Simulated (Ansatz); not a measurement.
**CH3N (methanimine): rPW86x+r2SCANc(a = 1)/Sapporo-TZP (density fitting with def2-universal-jkfit, accuracy low, exact exchange 1, mp2 os scale 1, mp2 share 0.5)**

We compute a structure relaxation of CH3N (methanimine). 

The results are computed with Ansatz 0.2.0.

6 further runs of the same task are left out: 2 that didn't finish, 4 set aside as unsound or not needed.

### 1 Starting point

CH3N: 5 atoms, total charge 0, spin state singlet. As SMILES, `C=N`. The shape is that of a PBE0-D4/def2-TZVP optimisation. The run starts from this shape.

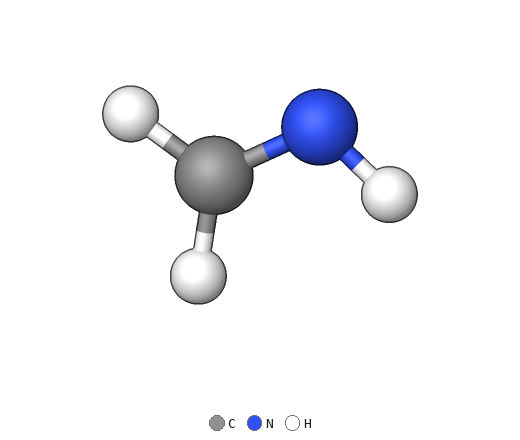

Viewed from a chosen angle; carbon grey, nitrogen blue, hydrogen white.

### 2 A structure relaxation at rPW86x+r2SCANc(a = 1)/Sapporo-TZP (density fitting with def2-universal-jkfit, accuracy low, exact exchange 1, mp2 os scale 1, mp2 share 0.5)

Contents of run.yaml:

```yaml
crystal:
  periodic: [false, false, false]
  atoms:
    - symbol: C
      position_ang: [-0.037200, -0.386500, 0.038000]
    - symbol: "N"
      position_ang: [0.623200, 0.654300, -0.225900]
    - symbol: H
      position_ang: [-1.090200, -0.400600, 0.342700]
    - symbol: H
      position_ang: [0.457500, -1.356900, -0.036200]
    - symbol: H
      position_ang: [0.046700, 1.489800, -0.118600]
basis:
  gaussian:
    orbitals: Sapporo-TZP.json
    fitting: {mean_field: def2-universal-jkfit}
total_charge: 0
hamiltonian:
  xc:
    text: |
      parameter a = 1
      parameter c = 0.5
      exchange = (1 - a)*rpw86_x + a*exact_x
      correlation = (1 - c)*r2scan_c + c*(mp2_os + mp2_ss)
  pseudopotentials: {relativity: none}
accuracy: low
relax: {}
output: {orbitals: {seedname: orbitals}}
```

The basis set Sapporo-TZP is read from a file made from the Basis Set Exchange's data (not shown).

The run is started by

```sh
$ ansatz run run.yaml --threads 1 --pin off --max-ram 2610MiB --events-out events.jsonl --progress --plain --runs-dir runs
```

Log:

```text
Warning: RAYON_NUM_THREADS=1 ignored (pool sized by the plan → 1); use --threads N
The last accepted step is kept in runs//last_step.txt (removed where the run ends without a failure and the disk answers)
[... 12 lines left out ...]
2 core orbitals not correlated: weight in the atoms' cores, before any rotation towards them, 1.000 or more for the frozen orbitals, at most 0.000 for the correlated occupied ones
[... 16 lines left out ...]
2 core orbitals not correlated: weight in the atoms' cores, before any rotation towards them, 1.000 or more for the frozen orbitals, at most 0.000 for the correlated occupied ones
[... 15 lines left out ...]
2 core orbitals not correlated: weight in the atoms' cores, before any rotation towards them, 1.000 or more for the frozen orbitals, at most 0.000 for the correlated occupied ones
[... 11 lines left out ...]
Total energy: -2571.26998654 eV, -94.4924291359 hartree
[... 5 lines left out ...]
Dipole moment:    -0.403449    -0.099252     0.123480 e Å
```

Wall time 18 s (1 thread of Intel Xeon 6975P-C (Granite Rapids), shared host).

Steps, from the record of the run:

```csv
step,energy from the first frame kept (eV),largest force (eV/Å)
1,0.0000,0.6161
2,-0.0116,0.1649
3,-0.0124,0.0297
4,-0.0124,0.0201
5,-0.0124,0.0074
```

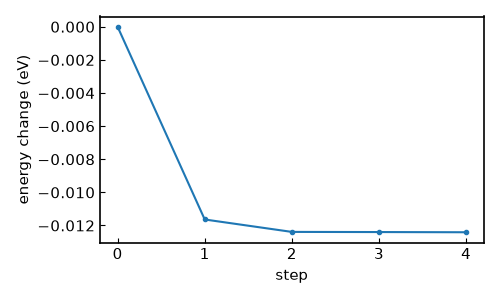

Energy along the run.

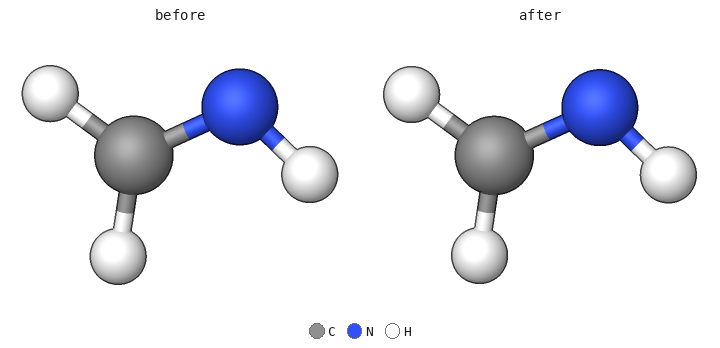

Before and after, at one scale.

After the run. Bond lengths: C1–N2 1.254 Å, C1–H3 1.083 Å, C1–H4 1.079 Å, N2–H5 1.008 Å. Angles: C1–N2–H5 110.7°, N2–C1–H3 124.3°, N2–C1–H4 119.0°, H3–C1–H4 116.7°.

### 3 What came out

Level: rPW86x+r2SCANc(a = 1)/Sapporo-TZP (density fitting with def2-universal-jkfit, accuracy low, exact exchange 1, mp2 os scale 1, mp2 share 0.5).

| quantity | value |
| --- | --- |
| total energy at the end | -94.49243 Eh |
| dipole moment | 2.08 D |
| HOMO energy | -12.07 eV |
| LUMO energy | 3.19 eV |
| HOMO–LUMO gap | 15.26 eV |

In words: At the final geometry: Bond lengths: C1–N2 1.254 Å, C1–H3 1.083 Å, C1–H4 1.079 Å, N2–H5 1.008 Å. Angles: C1–N2–H5 110.7°, N2–C1–H3 124.3°, N2–C1–H4 119.0°, H3–C1–H4 116.7°. The optimisation took 4 steps and changed the energy by -0.012 eV. Mulliken charges run from -0.24 on N2 to +0.19 on C1; they depend strongly on the basis. The accuracy setting is loose, so the last digits carry no meaning.
